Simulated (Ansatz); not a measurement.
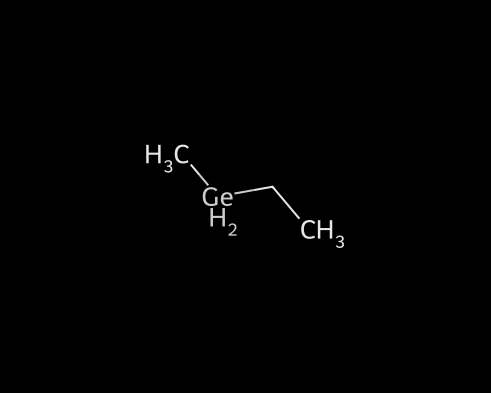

Skeletal drawing of a molecule.

> Write the SMILES.

C[CH2][GeH2][CH3]

> What is the molecular formula?

C3H10Ge.

> An optimisation with PBE0-D4/def2-TZVP gave a structure of which point group?

C1. Other conformers may differ.

The parts below concern this one geometry. Atoms keep their numbers from picture to picture. The geometry was computed by an optimisation with PBE0-D4/def2-TZVP.

### Levels of theory compared

Program: Ansatz 0.2.0.

Tabulate HOMO–LUMO gap (eV) at these levels: B97M-V/def2-TZVPP; BLYP-D4/def2-TZVPP; PBE0-D4/def2-TZVPP; r2SCAN-D4/def2-TZVPP; r2SCAN0-D4/def2-TZVPP; ωB97M-V/def2-QZVPP; ωB97M-V/def2-SVP; ωB97M-V/def2-TZVPP.

```json
{"level": "B97M-V/def2-TZVPP", "HOMO–LUMO gap (eV)": "7.46"}
{"level": "BLYP-D4/def2-TZVPP", "HOMO–LUMO gap (eV)": "6.89"}
{"level": "PBE0-D4/def2-TZVPP", "HOMO–LUMO gap (eV)": "9.00"}
{"level": "r2SCAN-D4/def2-TZVPP", "HOMO–LUMO gap (eV)": "7.90"}
{"level": "r2SCAN0-D4/def2-TZVPP", "HOMO–LUMO gap (eV)": "9.59"}
{"level": "ωB97M-V/def2-QZVPP", "HOMO–LUMO gap (eV)": "11.95"}
{"level": "ωB97M-V/def2-SVP", "HOMO–LUMO gap (eV)": "13.34"}
{"level": "ωB97M-V/def2-TZVPP", "HOMO–LUMO gap (eV)": "12.64"}
```

### Dipole moment

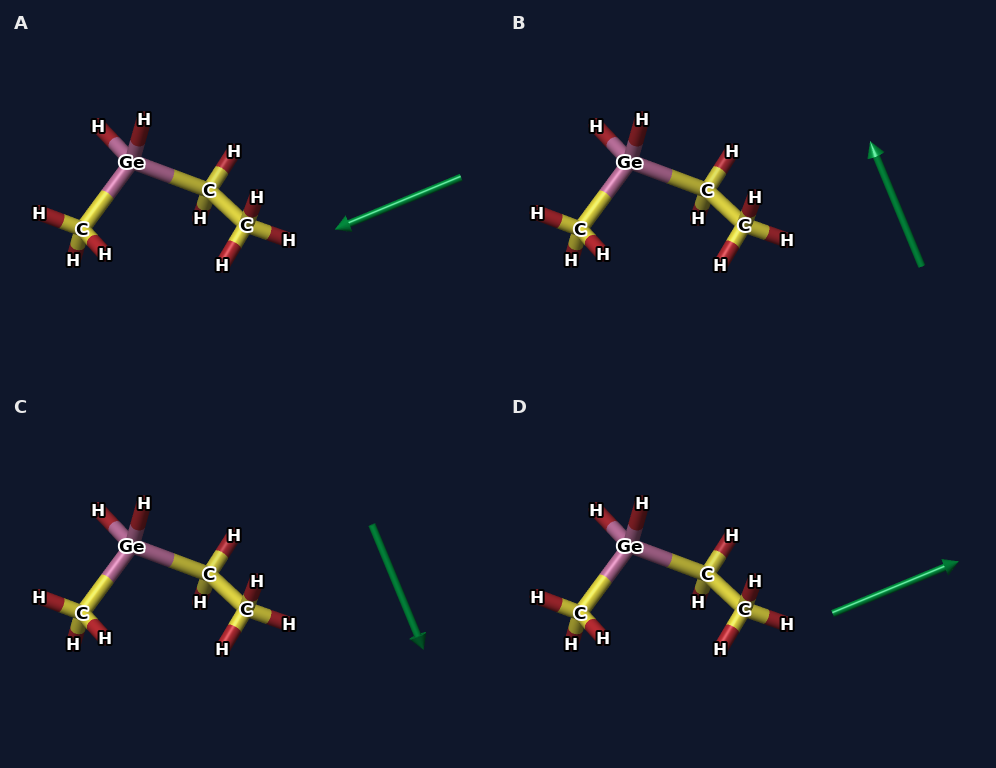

The same molecule four times, each with an arrow. Level of theory: RKS PBE0-D4/def2-TZVP (Ansatz 0.2.0).

> Which arrow points along the dipole moment, from the negative to the positive end?

C. The dipole moment is 0.75 D.

### Vibrations

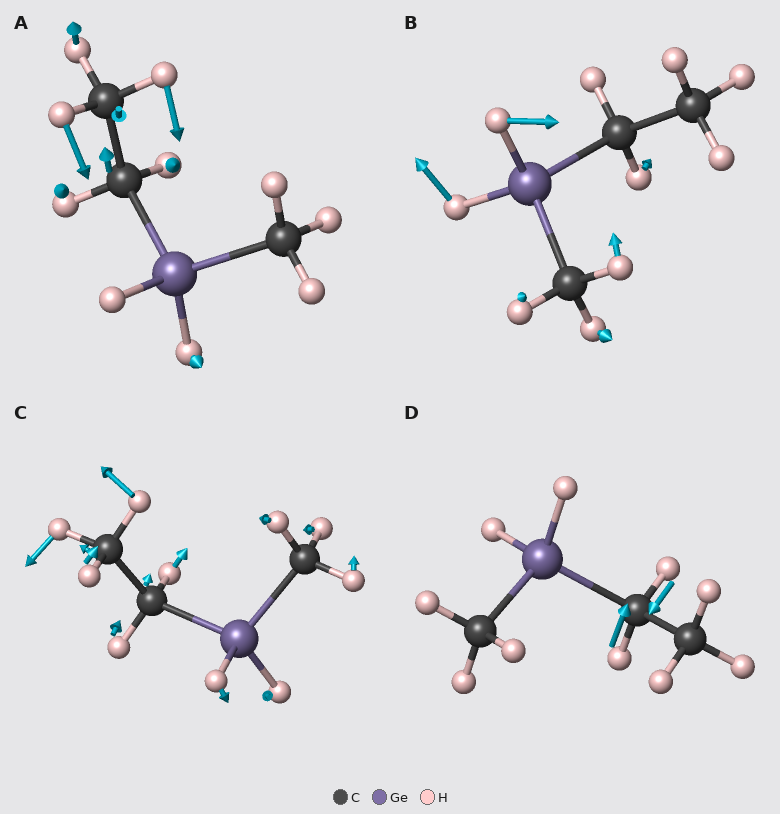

4 normal modes of one molecule or complex, as arrows. Harmonic vibrations computed with RKS PBE0-D4/def2-TZVP (Ansatz 0.2.0) at a stationary point of the same level.

> Match the panels to the wavenumbers 254 cm⁻¹, 435 cm⁻¹, 1058 cm⁻¹, 3056 cm⁻¹.

A: 1058 cm⁻¹
B: 435 cm⁻¹, C–Ge–H bending
C: 254 cm⁻¹
D: 3056 cm⁻¹, in-phase stretching of 2 C–H bonds
